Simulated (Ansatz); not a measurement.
# One shape, several levels: SiH3 (silyl radical)

Wanted: a comparison of 6 runs (UHF/3-21G, U-r2SCAN0/3-21G, UB3LYP/3-21G, UCCSDTQ/3-21G, UCCSD/6-31G*, UCCSD(T)/6-31G*) of SiH3 (silyl radical). 

Program for the calculation: Ansatz 0.2.0.

61 further runs of the same task are left out: 61 set aside as unsound or not needed.

## 1. The system as given

SiH3 has 4 atoms, charge 0, and is taken as a doublet. As SMILES, `[SiH3]`. The H2–Si1 distance was set to 2.173 Å, away from the relaxed value. At this shape a bond of the SMILES string is far longer than usual.

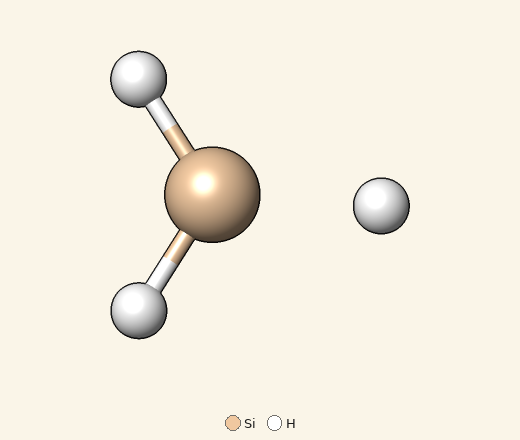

The structure, seen from a chosen angle (silicon light orange, hydrogen white).

## 2. The energy at UHF/3-21G (run 1)

Input file in.yaml:

```yaml
crystal:
  periodic: [false, false, false]
  atoms:
    - symbol: Si
      position_ang: [0.016295, -0.359221, -0.725422]
    - symbol: H
      position_ang: [0.587110, 0.661780, 1.105640]
    - symbol: H
      position_ang: [-0.385225, -1.741911, -0.566942]
    - symbol: H
      position_ang: [-0.788975, 0.418389, -1.644272]
basis:
  gaussian: {orbitals: 3-21G.json}
accuracy: high
magnetization: {spin_polarized: true, initial_magnetization: 1}
hamiltonian: {xc: hf}
```

The basis set 3-21G is read from a file made from the Basis Set Exchange's data (not shown).

The run is started by

```console
$ ansatz run in.yaml --threads 1 --pin off --max-ram 2610MiB --events-out events.jsonl --progress --plain --runs-dir runs
```

The program printed:

```text
Warning: RAYON_NUM_THREADS=1 ignored (pool sized by the plan → 1); use --threads N
Functional definition: HF
  name "HF"
  exchange = exact_x
  correlation = 0
373 factors; integrals over basis functions are off by at most 2.8e-9 eV
mean field evaluation 1: about -7863.8895 eV, gradient 5.3e0 eV
mean field evaluation 2: about -7863.8893 eV, gradient 5.3e0 eV
mean field evaluation 4: about -7864.2837 eV, gradient 5.7e-1 eV
mean field evaluation 8: about -7864.2968 eV, gradient 1.5e-1 eV
mean field evaluation 16: about -7864.4114 eV, gradient 3.0e-5 eV
mean field evaluation 32: about -7864.2909 eV, gradient 2.9e-1 eV
mean field -7864.41138047 eV, -289.0117875429 hartree, gradient 1.2e-8 eV, S^2 1.035792; 1 other end points of the search recorded, 0 dependent functions left out
reference -7864.41138047 eV, -289.0117875429 hartree; 9, 8 occupied and 10, 11 virtual orbitals, 373 factors
Total energy: -7864.41138047 eV, -289.0117875429 hartree
```

Wall time 0.12 s (1 thread of Arm Neoverse V2, shared host).

## 3. The energy at U-r2SCAN0/3-21G (run 2)

Input file job.yaml:

```yaml
crystal:
  periodic: [false, false, false]
  atoms:
    - {symbol: Si, position_ang: [0.016295, -0.359221, -0.725422]}
    - {symbol: H, position_ang: [0.587110, 0.661780, 1.105640]}
    - {symbol: H, position_ang: [-0.385225, -1.741911, -0.566942]}
    - {symbol: H, position_ang: [-0.788975, 0.418389, -1.644272]}
basis:
  gaussian:
    orbitals: 3-21G.json
magnetization:
  spin_polarized: true
  initial_magnetization: 1
hamiltonian:
  xc: {name: r2SCAN0}
accuracy: high
```

The basis set 3-21G is read from a file made from the Basis Set Exchange's data (not shown).

The run is started by

```console
$ ansatz run job.yaml --threads 1 --pin off --max-ram 2610MiB --events-out events.jsonl --progress --plain --runs-dir runs
```

The program printed:

```text
Warning: RAYON_NUM_THREADS=1 ignored (pool sized by the plan → 1); use --threads N
Functional definition: r2SCAN0
  name "r2SCAN0"
  parameter a = 0.25
  parameter k0 = 0.174
  parameter k1 = 0.065
  parameter a1 = 4.9479
  exchange = (1 - a)*r2scan_x(k0 = k0, k1 = k1, a1 = a1) + a*exact_x
  correlation = r2scan_c
373 factors; integrals over basis functions are off by at most 2.8e-9 eV
mean field evaluation 1: about -7879.4577 eV, gradient 2.3e0 eV
mean field evaluation 2: about -7879.5507 eV, gradient 6.1e-1 eV
mean field evaluation 4: about -7879.5611 eV, gradient 2.2e-1 eV
mean field evaluation 8: about -7879.5584 eV, gradient 6.0e-2 eV
mean field evaluation 16: about -7879.5591 eV, gradient 8.2e-5 eV
mean field -7879.55907875 eV, -289.5684551870 hartree, gradient 2.6e-8 eV, S^2 0.760792; 2 other end points of the search recorded, 0 dependent functions left out
reference -7879.55907988 eV, -289.5684552285 hartree; 9, 8 occupied and 10, 11 virtual orbitals, 373 factors
Total energy: -7879.55907988 eV, -289.5684552285 hartree
```

It took 2.9 s on 1 thread of Arm Neoverse V2, shared host; peak memory 0.17 GiB.

Runs 3 to 5 aren't shown in full; the table further down has their settings and results.

## 4. The energy at UCCSD(T)/6-31G(d) (spherical functions) (run 6)

Input file input.yaml:

```yaml
crystal:
  periodic: [false, false, false]
  atoms:
    - {symbol: Si, position_ang: [0.016295, -0.359221, -0.725422]}
    - {symbol: H, position_ang: [0.587110, 0.661780, 1.105640]}
    - {symbol: H, position_ang: [-0.385225, -1.741911, -0.566942]}
    - {symbol: H, position_ang: [-0.788975, 0.418389, -1.644272]}
basis:
  gaussian:
    orbitals: 6-31G_st_-spherical.json
total_charge: 0
magnetization:
  spin_polarized: true
  initial_magnetization: 1
correlation:
  method: ccsd_t
  frozen_orbitals: {H: 0, Si: 5}
accuracy: high
scf:
  omitted_lower_state_checks: [cluster_reference, increment]
```

The basis set 6-31G* is read from a file made from the Basis Set Exchange's data (not shown).

The run is started by

```console
$ ansatz run input.yaml --threads 1 --pin off --max-ram 2610MiB --events-out events.jsonl --progress --plain --runs-dir runs
```

The program printed:

```text
Warning: RAYON_NUM_THREADS=1 ignored (pool sized by the plan → 1); use --threads N
Functional definition: HF
  name "HF"
  exchange = exact_x
  correlation = 0
these checks for a lower state are left out or cut short: cluster_reference, increment
451 factors; integrals over basis functions are off by at most 3.5e-9 eV
mean field evaluation 1: about -7904.9829 eV, gradient 6.4e0 eV
mean field evaluation 2: about -7905.0147 eV, gradient 6.5e0 eV
mean field evaluation 4: about -7905.5918 eV, gradient 6.1e-1 eV
mean field evaluation 8: about -7905.6025 eV, gradient 4.8e-2 eV
mean field evaluation 16: about -7905.6158 eV, gradient 2.5e-1 eV
mean field evaluation 32: about -7905.6456 eV, gradient 3.8e-3 eV
mean field -7905.64564151 eV, -290.5271186863 hartree, gradient 3.5e-8 eV, S^2 0.970133; 5 other end points of the search recorded, 0 dependent functions left out
5 core orbitals not correlated: weight in the atoms' cores, before any rotation towards them, 1.000 or more for the frozen orbitals, at most 0.000 for the correlated occupied ones
reference -7905.64564151 eV, -290.5271186863 hartree; 4, 3 occupied and 15, 16 virtual orbitals, 451 factors
second order -1.83739139 eV of doubles, -0.00000000 eV of singles
cycle   1  -2.29252052 eV  change   -4.6e-1 eV  update   7.4e-2
cycle   2  -2.59866259 eV  change   -3.1e-1 eV  update   4.8e-2
cycle   3  -2.72091795 eV  change   -1.2e-1 eV  update   3.2e-2
cycle   4  -2.78349019 eV  change   -6.3e-2 eV  update   1.6e-2
cycle   5  -2.78723386 eV  change   -3.7e-3 eV  update   4.3e-3
cycle   6  -2.78950345 eV  change   -2.3e-3 eV  update   1.5e-3
cycle   7  -2.79016398 eV  change   -6.6e-4 eV  update   7.1e-4
cycle   8  -2.78992379 eV  change    2.4e-4 eV  update   3.3e-4
cycle   9  -2.79006127 eV  change   -1.4e-4 eV  update   1.7e-4
cycle  10  -2.79009246 eV  change   -3.1e-5 eV  update   8.4e-5
cycle  11  -2.79009594 eV  change   -3.5e-6 eV  update   4.8e-5
cycle  12  -2.79007938 eV  change    1.7e-5 eV  update   2.0e-5
cycle  13  -2.79009041 eV  change   -1.1e-5 eV  update   9.3e-6
cycle  14  -2.79009619 eV  change   -5.8e-6 eV  update   5.0e-6
cycle  15  -2.79009641 eV  change   -2.2e-7 eV  update   2.8e-6
cycle  16  -2.79009530 eV  change    1.1e-6 eV  update   1.3e-6
cycle  17  -2.79009623 eV  change   -9.3e-7 eV  update   4.8e-7
cycle  18  -2.79009680 eV  change   -5.7e-7 eV  update   1.9e-7
cycle  19  -2.79009695 eV  change   -1.6e-7 eV  update   8.3e-8
cycle  20  -2.79009691 eV  change    4.7e-8 eV  update   3.7e-8
cycle  21  -2.79009663 eV  change    2.8e-7 eV  update   9.7e-8
cycle  22  -2.79009652 eV  change    1.1e-7 eV  update   4.3e-8
cycle  23  -2.79009649 eV  change    2.9e-8 eV  update   1.1e-8
cycle  24  -2.79009649 eV  change    4.6e-9 eV  update   4.2e-9
cycle  25  -2.79009648 eV  change    6.5e-9 eV  update   2.4e-9
cycle  26  -2.79009648 eV  change    3.9e-9 eV  update   1.2e-9
cycle  27  -2.79009648 eV  change   9.6e-10 eV  update  3.8e-10
cycle  28  -2.79009648 eV  change   3.0e-10 eV  update  1.4e-10
perturbative correction -0.07850420 eV, -0.0028849763 hartree
Total energy: -7908.51424219 eV, -290.6325378169 hartree
Checks for a lower state left out: cluster_reference, increment
```

Run time: 0.36 s. Hardware: 1 thread of Arm Neoverse V2, shared host.

## 5. Overview of the runs

```tsv
run	level	frozen core orbitals	energy (Eh)	⟨S²⟩	wall time
1	UHF/3-21G	–	-289.011788	1.036	0.12 s
2	U-r2SCAN0/3-21G	–	-289.568455	0.761	2.9 s
3	UB3LYP/3-21G	–	-289.638676	0.751	1.1 s
4	UCCSDTQ/3-21G	5	-289.094872	1.036	8.4 s
5	UCCSD/6-31G* (spherical functions)	5	-290.629653	0.970	0.34 s
6	UCCSD(T)/6-31G* (spherical functions)	5	-290.632538	0.970	0.36 s
```

## 6. Results

| quantity | value |
| --- | --- |
| run 6: total energy | -290.63254 Eh |
| run 6: correlation energy (5 core orbitals frozen) | -105.4 mEh |
| run 6: (T) correction | -2.88 mEh |
| run 6: ⟨S²⟩ of the reference determinant | 0.970 |
| run 6: T1 diagnostic | 0.065 |

In words: Totals of different functionals can't be ranked against each other. Spin contamination of the reference: run 1 ⟨S²⟩ = 1.04, run 4 ⟨S²⟩ = 1.04, run 5 ⟨S²⟩ = 0.97, run 6 ⟨S²⟩ = 0.97. All runs together took 13 s, the longest 8.4 s.
